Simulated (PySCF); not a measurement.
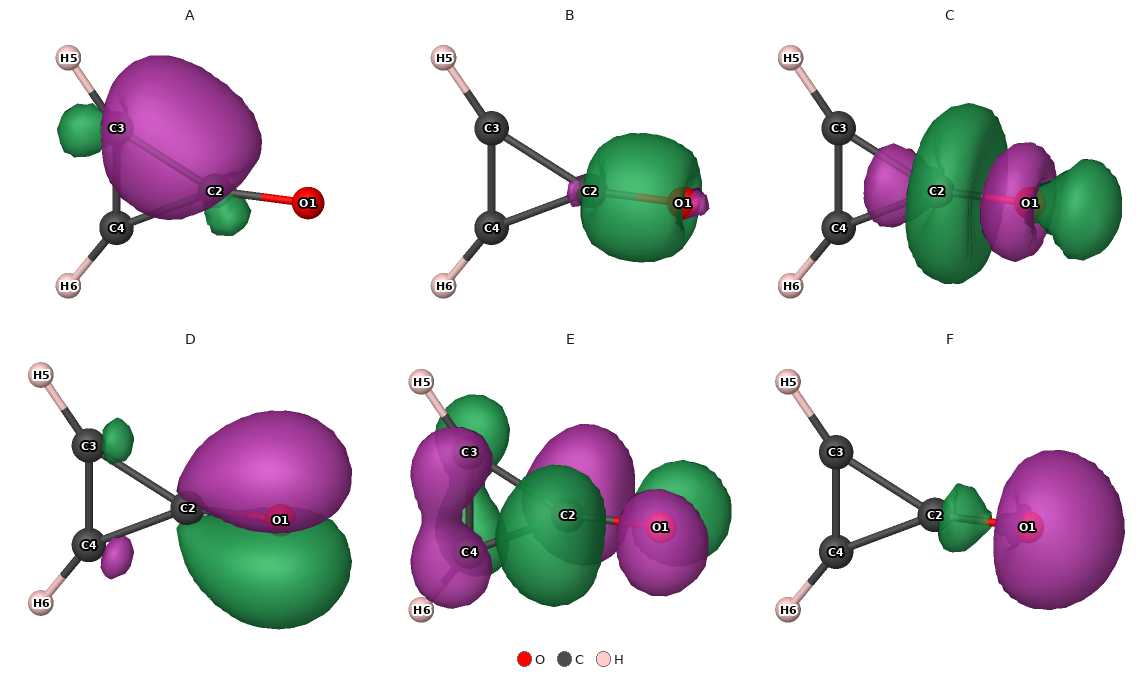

Figure 1: C3H2O, SMILES `O=C1C=C1`. Intrinsic bond orbitals (IBO), occupied and valence-virtual; each surface holds about 85 % of the orbital's density. Energies are diagonal elements of the Fock matrix.

Level of theory: PBE0/6-31+G* (PySCF), at a geometry from GFN2-xTB. No frequency check shows the geometry to be a minimum.

Geometry (Å), atoms numbered from 1:

```
O1      -1.5247   -0.0000    0.0000
C2      -0.3353    0.0001    0.0000
C3       0.9270   -0.6746    0.0000
C4       0.9271    0.6745    0.0000
H5       1.5425   -1.5468    0.0000
H6       1.5425    1.5468    0.0000
```

Identify each orbital.

By panel:
- A: σ bond C3–C2 (C3 52 %, C2 46 %; −15.8 eV)
- B: σ bond O1–C2 (O1 60 %, C2 40 %; −26.4 eV)
- C: σ* orbital C2–O1 (C2 59 %, O1 40 %; 16.0 eV)
- D: lone pair on O1 (p-type) (O1 90 %, C2 6 %; −8.8 eV)
- E: delocalised π* orbital mainly over C2, O1, C4 and C3 (C2 58 %, O1 27 %, C4 7 %; 2.0 eV)
- F: lone pair on O1 (sp0.7-type) (O1 99 %; −15.6 eV)
